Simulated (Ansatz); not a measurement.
**CH3Cl2F2MoN (SMILES C[N]=[Mo]([F])([F])([Cl])[Cl]): density, localisation and related maps**

| atom | x (Å) | y (Å) | z (Å) |
| --- | --- | --- | --- |
| C | -2.5875 | -0.1370 | 1.4688 |
| Cl | 1.0938 | 0.5241 | -0.3395 |
| Cl | 0.8067 | 2.0135 | 2.5284 |
| F | 0.8050 | -0.6924 | 3.5161 |
| F | 1.0275 | -1.8428 | 1.3008 |
| Mo | 0.4731 | -0.1364 | 1.7765 |
| N | -1.1883 | -0.1759 | 1.6301 |
| H | -2.8315 | -0.0667 | 0.3960 |
| H | -2.9932 | 0.7442 | 1.9924 |
| H | -3.0402 | -1.0504 | 1.8869 |

Geometry: PBE0-D4/def2-SVP; core potentials replace the inner electrons of Mo.

The calculation used Ansatz, isolated molecule in a Gaussian basis; Kohn-Sham density functional theory, functional PBE0.

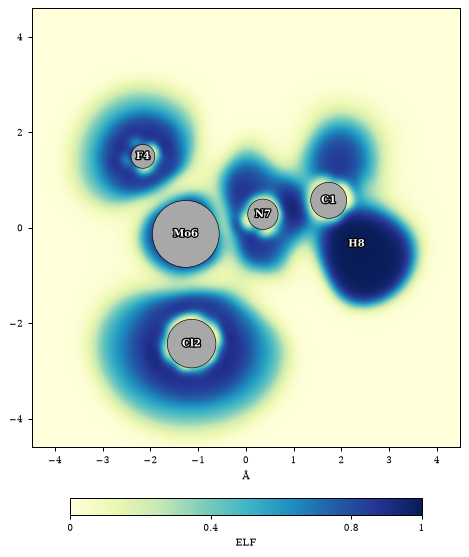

Figure 1. ELF on the plane of atoms Cl2, Mo6 and N7. Grey discs cover the atomic cores.

Describe what can be read from this map.

Answer.
- The plane passes through C, Cl, F, Mo, N and H nuclei.
- C–N (1.41 Å): the ELF peaks at about 0.95 between the atoms (a covalent bond).
- Mo–N (1.67 Å): the ELF peaks at about 0.75 in the valence shell of N, 0.6 Å from its nucleus, and is about 0.35 at the midpoint.
- Mo–F (1.86 Å): the ELF peaks at about 0.85 in the valence shell of F, 0.5 Å from its nucleus, and drops to about 0.25 between the two atoms.
- Mo–Cl (2.30 Å): the ELF peaks at about 0.85 in the valence shell of Cl, 0.8 Å from its nucleus, and is about 0.40 at the midpoint.
- C–H (1.10 Å): the ELF climbs to about 1 towards the hydrogen, as it does in any bond to H: an ordinary covalent bond to hydrogen.

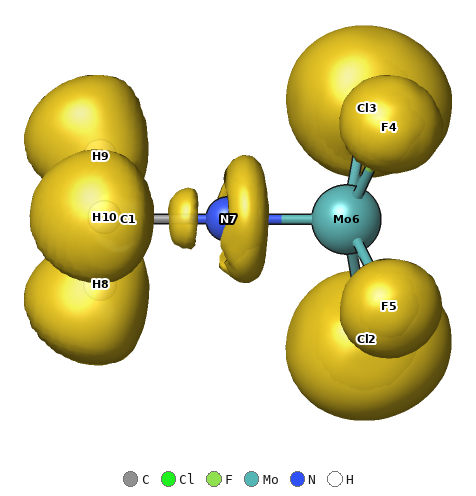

Figure 2. Isosurface of the electron localisation function at 0.8 (yellow), seen at an oblique angle. Core shells and regions of very low density are left out.

What do the ELF domains correspond to?

Answer. The surface consists of one region between bonded C–N atoms (shared pairs), three regions around hydrogen nuclei, two regions wrapped around Cl (the valence shell of each), two regions wrapped around F (the valence shell of each) and one region wrapped around N (its valence shell).

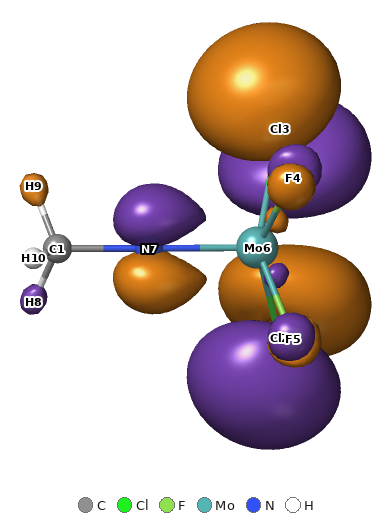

Figure 3. One frontier orbital at ±0.08 Å⁻³ᐟ² (orange and purple are the two phases), seen at a tilt.

Which orbital is it: HOMO or LUMO?

Answer. The HOMO, at −8.81 eV. It lies mainly on Cl2 (about 45 %) and Cl3 (about 45 %); largely a combination of lone pairs on Cl2 and Cl3.

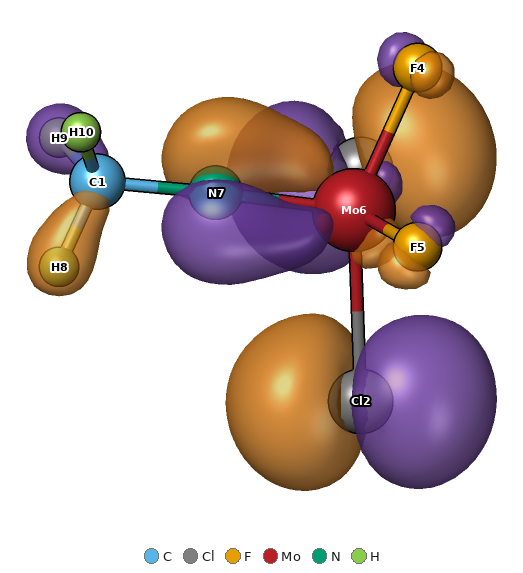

Figure 4. The HOMO−1 at ±0.1 Å⁻³ᐟ² (orange and purple are the two phases), seen at a tilt.

Where does this orbital lie, and at what energy?

Answer. By Hirshfeld shares it lies mainly on Cl2 (about 40 %), Cl3 (about 40 %), N7 (about 10 %) and Mo6 (about 5 %); largely a combination of lone pairs on Cl2, Cl3 and N7. Its energy is −9.05 eV.
